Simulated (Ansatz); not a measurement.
System: HgPbBr6.

The calculation's input:

```
crystal:
  lattice:
    - [3.66262659, 2.11461845, 6.2411133]
    - [-3.66262659, 2.11461845, 6.2411133]
    - [0.0, -4.2292369, 6.2411133]
  atoms:
    - { symbol: Hg, position: [0.5, 0.5, 0.5] }
    - { symbol: Pb, position: [0.0, 0.0, 0.0] }
    - { symbol: Br, position: [0.67161765, 0.84245558, 0.24224433] }
    - { symbol: Br, position: [0.84245558, 0.24224433, 0.67161765] }
    - { symbol: Br, position: [0.75775567, 0.32838235, 0.15754442] }
    - { symbol: Br, position: [0.15754442, 0.75775567, 0.32838235] }
    - { symbol: Br, position: [0.32838235, 0.15754442, 0.75775567] }
    - { symbol: Br, position: [0.24224433, 0.67161765, 0.84245558] }
kpoints:
  mp_grid: { grid: [4, 4, 4] }
hamiltonian:
  xc: pbesol
scf:
  occupations: { method: fermi_dirac, width: 0.03 }
relax:
  f_tol: 0.01
  cell: {}
  max_steps: 120
output:
  write_density: true
  write_potential: true
  elf: true
  volumetric_format: npy
```

Command:

```sh
ansatz run input.yaml --threads 4 --pin off --max-ram 4608MiB --backend cpu --events-out ev --progress --plain --runs-dir out
```

Below, planes, directions and counts refer to the conventional cell (a = 6.75 Å, b = 6.75 Å, c = 18.71 Å, α = 90.00°, β = 90.00°, γ = 120.00°).

The fields are those of the run's last geometry, not of the input's.

Space group R-3; a structure from a database of computed crystals, not necessarily the ambient phase; started from the MgTiF6-148 prototype, which need not be the ambient phase.

Method: DFT, PBEsol, plane waves, PAW in Ansatz 0.2.0.

> What will maps of the valence pseudo-density and electron localisation function show?

Pb–Br (2.75 Å): ρ at the midpoint is about 0.36 e/Å³; the ELF is about 0.40 at the midpoint and 0.25 at its lowest between the atoms.
Hg–Br (2.78 Å): ρ is about 0.31 e/Å³ halfway; the ELF is about 0.25 at the midpoint.

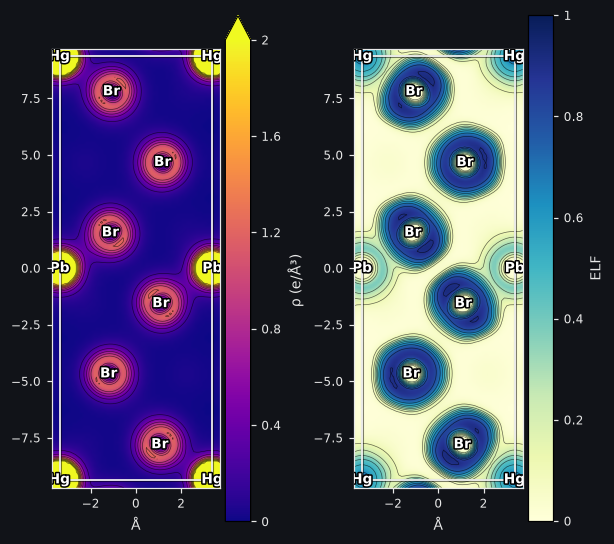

Computed valence pseudo-density and electron localisation function on the (100) plane of the conventional cell, in this order. 

Core electrons are frozen (PAW), and the valence fields are smoothed inside the atomic spheres.
